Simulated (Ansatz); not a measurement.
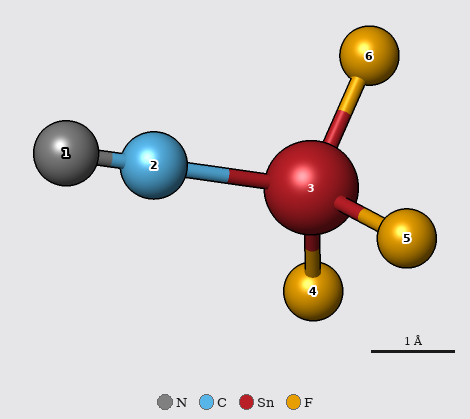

Figure 1. The structure as given in the input (ball-and-stick view, seen at a tilt; atoms are numbered from 1 in the order of the input). Sticks mark near contacts. Bond lengths as drawn: C–N 1.15 Å, C–Sn 2.07 Å and F–Sn 1.88 Å.

Single-point calculation of CF3NSn

CF3NSn, SMILES N#[C][Sn]([F])([F])[F], computed with RKS PBE0-D4/def2-TZVPP (Ansatz 0.2.0).

The geometry comes from this level: PBE0-D4/def2-TZVP.

## The input
```yaml
crystal:
  periodic: [false, false, false]
  atoms:
    - {symbol: N, position_ang: [1.756244, -1.638914, 1.200683]}
    - {symbol: C, position_ang: [1.003150, -0.938906, 0.684319]}
    - {symbol: Sn, position_ang: [-0.345665, 0.317542, -0.251151]}
    - {symbol: F, position_ang: [-1.763534, -0.650167, -1.014296]}
    - {symbol: F, position_ang: [0.477103, 1.298219, -1.626102]}
    - {symbol: F, position_ang: [-1.085198, 1.548326, 0.960249]}
basis:
  gaussian: {orbitals: def2-TZVPP}
hamiltonian: {xc: pbe0, dispersion: d4}
output: {orbitals: {seedname: orbitals}}
```

Machine: 4 threads of Arm Neoverse V1, 23 GiB of memory available, shared host.

Command:
```bash
ansatz run in.yaml --threads 4 --pin off --events-out ev --progress --plain --max-ram 10444MiB
```

## Output
```
Functional definition: PBE0
  name "PBE0"
  cite "Adamo & Barone, J. Chem. Phys. 110, 6158 (1999) doi:10.1063/1.478522"
  cite "Perdew, Burke & Ernzerhof, Phys. Rev. Lett. 77, 3865 (1996) doi:10.1103/PhysRevLett.77.3865"
  parent pbe
  parameter a = 0.25
  parameter kappa = 0.804
  parameter beta = 0.06672455060314922
  exchange = (1 - a)*pbe_x(kappa = kappa, mu = beta*pi^2/3) + a*exact_x
  correlation = pbe_c(beta = beta)
1264 factors; their error is unknown
mean field evaluation 1: about -16495.5183 eV, gradient 7.4e1 eV
mean field evaluation 2: about -16473.3597 eV, gradient 1.4e2 eV
mean field evaluation 4: about -16504.3470 eV, gradient 9.5e0 eV
mean field evaluation 8: about -16504.5060 eV, gradient 2.0e-1 eV
mean field evaluation 16: about -16504.6182 eV, gradient 2.7e-4 eV
mean field -16504.61817784 eV, -606.5335308035 hartree, gradient 8.6e-5 eV, S^2 0.000000; 0 other end points of the search recorded, 0 dependent functions left out
reference -16504.61821130 eV, -606.5335320332 hartree; 31, 31 occupied and 174, 174 virtual orbitals, 1264 factors
Total energy: -16504.73599802 eV, -606.5378606153 hartree
```

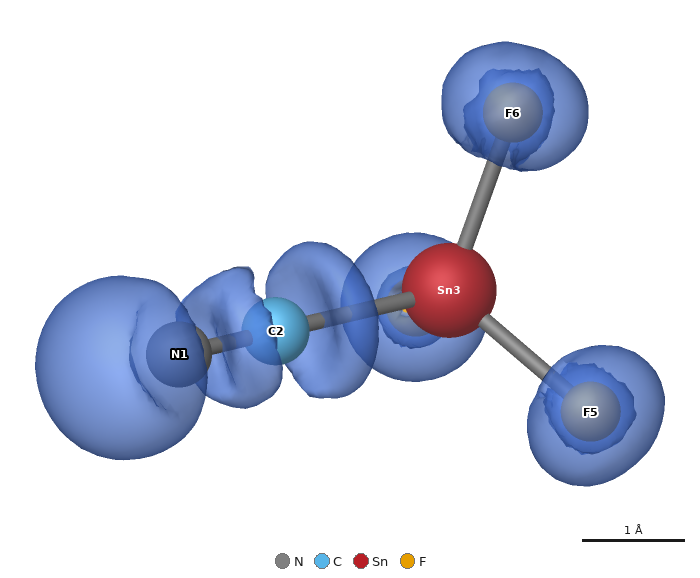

Figure 2. Isosurface of the electron localisation function at 0.8 (blue), seen at a tilt. Only the valence region is drawn (cores and ρ < 0.01 e/Å³ removed). Along the contacts the grid gives the following. C–N (1.15 Å): the ELF peaks at about 0.85 between the atoms; a multiple bond by its length, whose ELF region spreads away from the axis. Sn–F (1.88 Å): the ELF peaks at about 0.80 in the valence shell of F, 0.5 Å from its nucleus, and drops to about 0.15 between the two atoms.

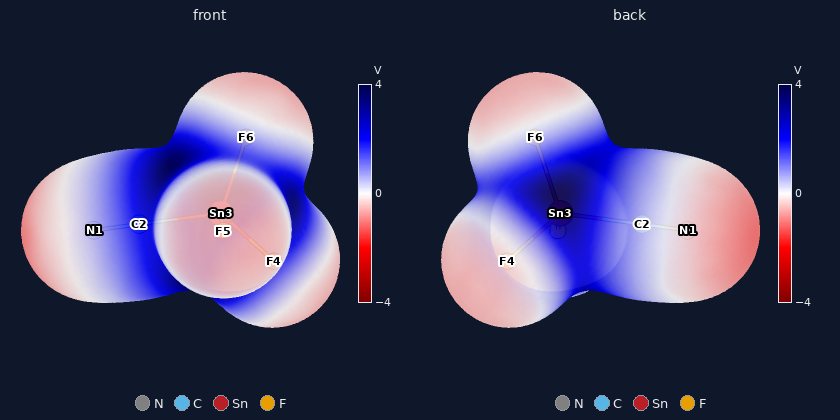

Figure 3. The electrostatic potential painted on the density surface at 0.002 e/bohr³, seen at a tilt and from behind; the colour scale runs from red (negative) to blue (positive).

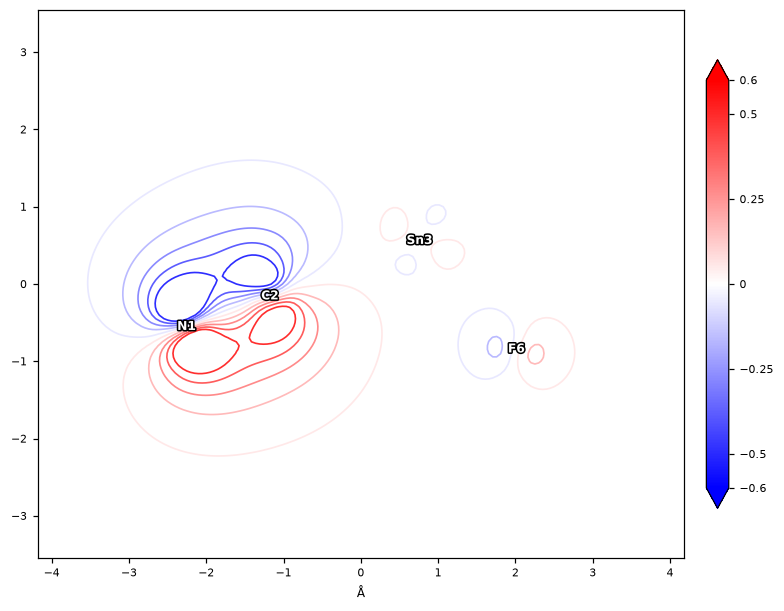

Figure 4. The HOMO on the plane of atoms C2, Sn3 and F6 (values in Å⁻³ᐟ²; the overall sign is arbitrary). Its energy is −11.32 eV.

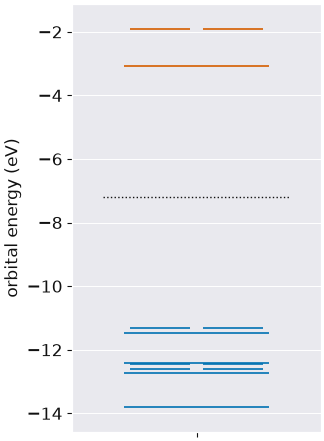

Figure 5. Orbital energies near the frontier; the dotted line parts filled from empty levels, and levels within 0.02 eV of each other stand side by side. Highest filled −11.32 eV, lowest empty −3.08 eV, 8.24 eV apart.

## Key numbers

```tsv
quantity	value
outcome	converged
total energy	−16504.7360 eV
mean-field energy	−16504.6182 eV
dispersion energy	−0.1178 eV
SCF solution under orbital rotations	stable
HOMO	−11.32 eV
LUMO	−3.08 eV
wall time	2.5 s (CPU time 8.9 s)
peak memory	0.47 GiB
```
